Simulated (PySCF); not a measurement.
**C$_{6}$H$_{11}$ (doublet): density, localisation and related maps**

```tsv
atom	x (Å)	y (Å)	z (Å)
C	2.5430	0.0053	0.4544
C	1.2819	-0.5069	0.5737
C	0.2002	-0.2218	-0.2471
C	0.3134	0.7327	-1.3892
C	-1.1411	-0.8156	0.0337
C	-2.0400	0.1804	0.7805
H	2.8065	0.6978	-0.3240
H	3.3200	-0.2707	1.1434
H	1.1028	-1.2038	1.3846
H	-0.6217	0.7943	-1.9399
H	1.0998	0.4183	-2.0768
H	0.5743	1.7323	-1.0369
H	-1.0353	-1.7172	0.6410
H	-1.6317	-1.0907	-0.9045
H	-1.5828	0.4593	1.7269
H	-2.1838	1.0814	0.1891
H	-3.0126	-0.2632	0.9812
```

Geometry: GFN2-xTB.

Computed with UKS B3LYP, pcH-1 on C H, non-relativistic, mean-field spin-orbit, GIAO (PySCF 2.14.0, density-fitted response routines).

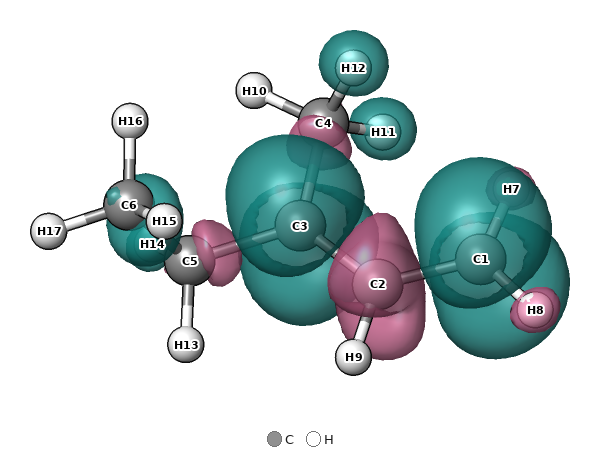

Figure 1. Isosurfaces of the spin density at +0.015 (teal) and −0.015 e/Å³ (pink), seen at an oblique angle.

> Which atoms carry the spin?

The unpaired spin (1 electron) lies mostly on C1 (about 0.4) and C3 (about 0.4), in electrons by Hirshfeld's partition.

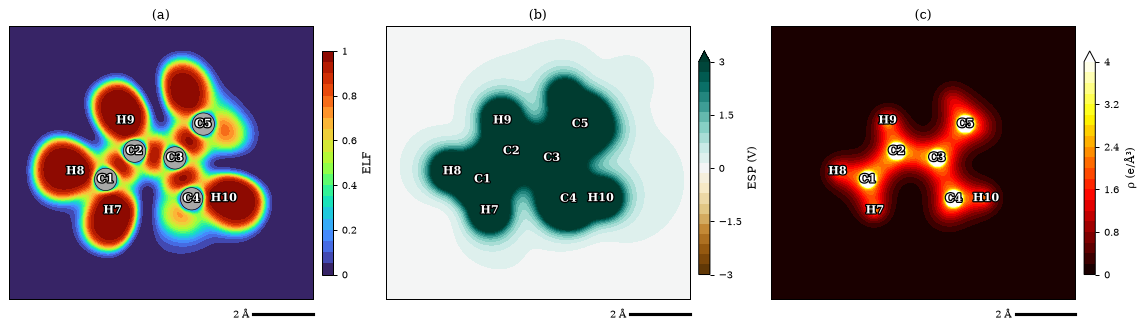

Figure 2. (a) ELF; (b) molecular electrostatic potential; (c) electron density on the plane of atoms C4, C3 and C5. Grey discs cover the atomic cores in the ELF map.

> Read the bonding off the picture.

The section cuts through C and H sites.
C–C (1.37 Å): ρ is about 2.2 e/Å³ halfway; the ELF peaks at about 0.95 between the atoms (a covalent bond).
C–H (1.07 Å): the density is about 2 e/Å³ at the midpoint; the ELF climbs to about 1 towards the hydrogen, as it does in any bond to H: a covalent bond by its length.
C–C (1.49 Å): ρ is about 1.7 e/Å³ halfway; the ELF peaks at about 0.95 between the atoms: a covalent bond.
The potential has no marked negative region in this plane.

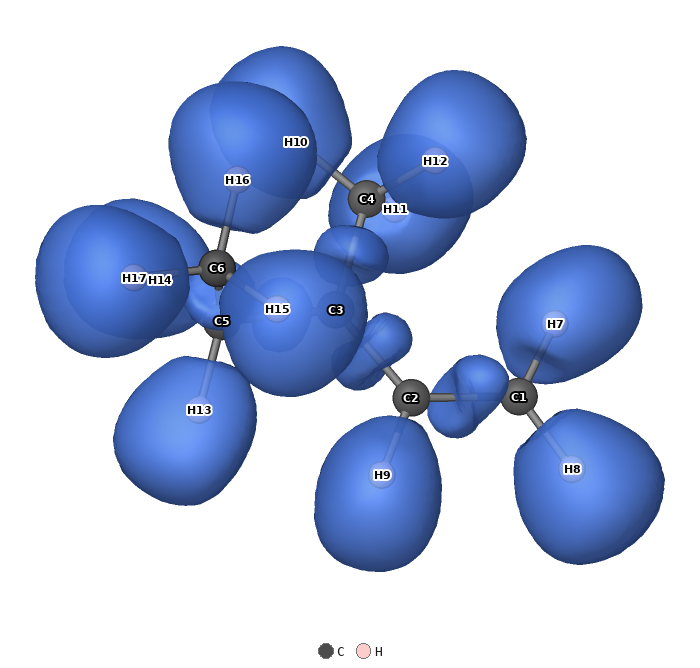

Figure 3. Isosurface of the ELF at 0.8 (blue), seen at a tilt. Only the valence region is drawn (cores and ρ < 0.01 e/Å³ removed).

> Identify the bonds, lone pairs and shells in this picture.

At this value the surface marks out five regions between bonded C–C atoms (shared pairs) and eleven regions around hydrogen nuclei.

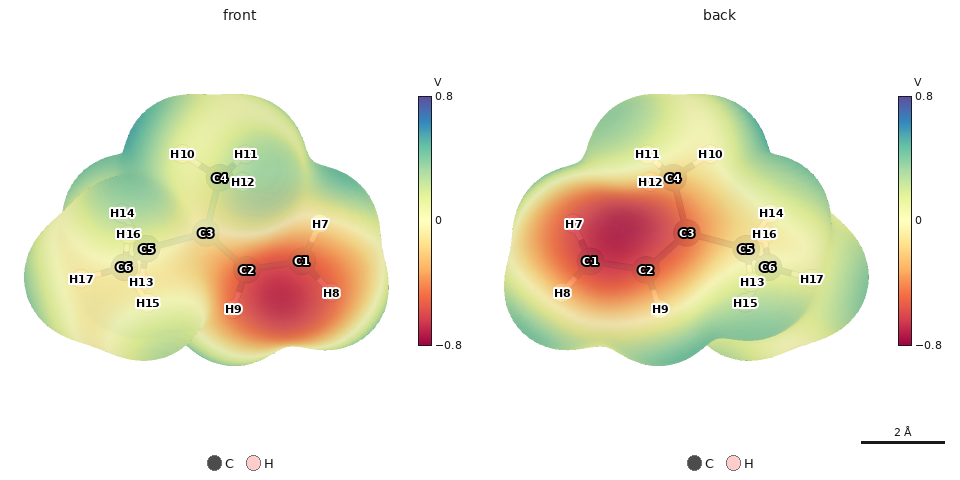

Figure 4. The molecular electrostatic potential painted on the density surface at 0.001 e/bohr³, seen from the front and from behind; the colour scale runs from red (negative) to blue (positive).

> Describe the electrostatic potential map.

The most negative region (about −0.7 V) lies over the π face of C1 and C2, the most positive (about +0.5 V) over H7 and H10.
